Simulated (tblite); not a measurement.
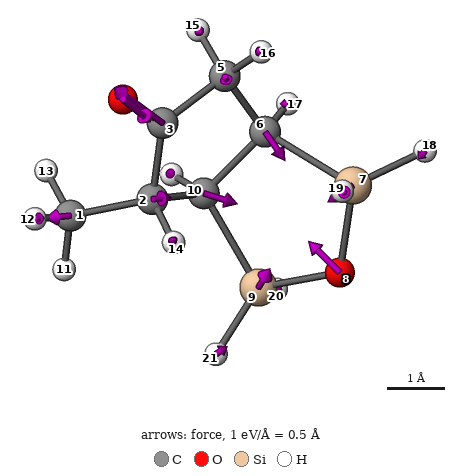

Starting geometry of C₆H₁₂O₂Si₂ with the computed forces as purple arrows. A ball-and-stick model, seen at a tilt.

Method: tblite, GFN2-xTB geometry optimisation, gas phase. 

> What follows when this structure is relaxed?

It isn't relaxed: the largest force vector, on a C atom, is 3.09 eV/Å. The final displacements have little in common with the starting forces (cosine between the two patterns 0.26). An H atom moves most after the best rigid fit: 0.26 Å. By element the largest moves are H 0.26 Å, O 0.15 Å, Si 0.12 Å, C 0.09 Å. Near-neighbour distances that change, for instance: O–Si 1.710 → 1.640 Å, C–Si 1.977 → 1.916 Å, C–O 1.235 → 1.203 Å, H–Si 1.489 → 1.458 Å. Among the angles between lasting bonds that change: O–Si–H 111.3° → 106.3°, C–C–C 113.5° → 108.6°, Si–C–H 109.2° → 114.1°. The energy falls by 0.381 eV in 70 geometry steps.
